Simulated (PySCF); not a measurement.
SMILES O=CCCc1ccco1, GFN2-xTB optimised geometry. Atoms within 1.6 Å of the plane z = 1.5 Å (x, y, z in Å): C2 (-1.24, -1.95, 2.52), C3 (-2.21, -1.71, 1.40), C4 (-1.50, -1.66, 0.04), C5 (-0.51, -0.54, 0.00), C6 (0.85, -0.54, 0.00), C7 (1.25, 0.82, 0.00), C8 (0.10, 1.54, 0.00), O9 (-0.97, 0.73, 0.00), H10 (-0.45, -2.68, 2.26), H11 (-2.76, -0.78, 1.58), H12 (-2.93, -2.53, 1.40), H15 (1.49, -1.40, 0.00), H16 (2.25, 1.20, 0.00), H17 (-0.09, 2.60, 0.01).

Level of theory: CAM-B3LYP/def2-SVP in PySCF. Cells within 0.4 Å of a nucleus heavier than hydrogen are left out (blank, or x).

Map of the HOMO−1 amplitude (bohr^(-3/2)) on the plane z = 1.5 Å; orbital energy -8.69 eV, overall sign arbitrary:

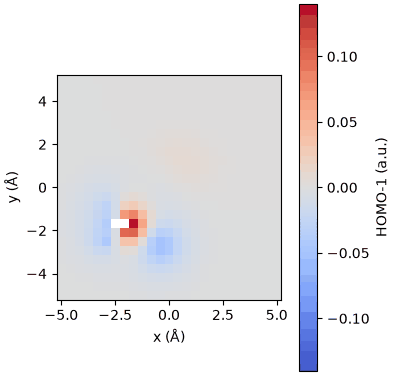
Figure. HOMO−1 amplitude (bohr^(-3/2)) on the plane z = 1.5 Å.
